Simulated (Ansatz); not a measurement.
In doubt: masses and optical values from hybrid runs of this build are listed as unsure (in some of the runs), which bears on the screening that GW takes from such a start.

KBaLaWO6 (F-43m), computed twice by G0W0.

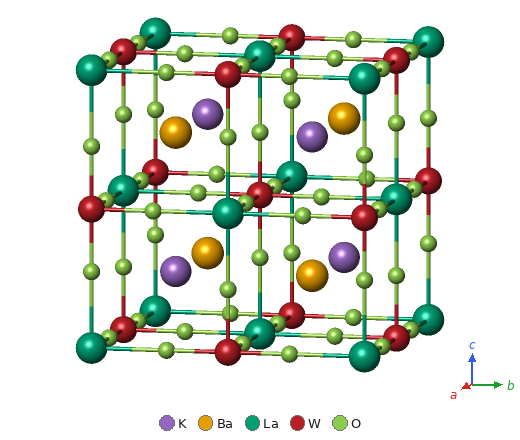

The structure (potassium purple, barium orange, lanthanum teal, tungsten red, oxygen green). Some periodic images of atoms are drawn too.

```
K Ba La W O
1.0
     0.00000    4.34455    4.34455
     4.34455    0.00000    4.34455
     4.34455    4.34455    0.00000
K Ba La W O
1 1 1 1 6
Direct
  0.25000 0.25000 0.25000
  0.75000 0.75000 0.75000
  0.00000 0.00000 0.00000
  0.50000 0.50000 0.50000
  0.72549 0.27451 0.27451
  0.27451 0.72549 0.72549
  0.72549 0.72549 0.27451
  0.27451 0.27451 0.72549
  0.27451 0.72549 0.27451
  0.72549 0.27451 0.72549
```

The cell and positions are those that the Materials Project relaxed with its own functionals (PBE, PBE+U or r2SCAN), kept fixed. Spin-orbit coupling is left out unless a run names it.

The first (Ansatz 0.2.0; start PBE, 2×2×2 mesh, 684 empty bands, screening to 150 eV, PAW set soft_1 files; 1 × NVIDIA H100 80GB HBM3 (shared by 6 runs) with 2 threads of AMD EPYC 7R13 (Zen 3), shared host) gave, on its mesh: starting gap 2.47 eV, G0W0 gap 3.64 eV, RPA ε∞ (mean) 4.90, 9.5 s.

Q: The second changes start from PBE to Hartree-Fock. What does it give?

It gave: starting gap 11.82 eV, G0W0 gap 5.68 eV, RPA ε∞ (mean) 2.16, 64 s. The G0W0 gap moves by +2.04 eV, +9.35 eV from the start and −7.31 eV from the correction. Σc changes by −1.71 eV at the valence top and +1.18 eV at the conduction bottom, and Σx − Vxc between them by −10.20 eV.

Limits: not at the basis limit; f levels unsure; no spin-orbit coupling; coarse k mesh.

[Paths, hosts, dates, memory and timing lines, banners, echoed tables and standing remarks are left out of the program output.]

[Logs are printed without paths, hosts, clocks, repeated set-up lines and the standing remarks that a program may print on its own settings, such as how far it seeks lower states.]

[Runs of the session that timed out or met a known fault of the program may be left out.]

[Cells called generated may have been cut or substituted from an entry of the Crystallography Open Database or the Materials Project.]

[Hosts, paths, dates, database ids (printed as entryN), source tags and the programs' standing remarks are cut or masked in the printed files.]
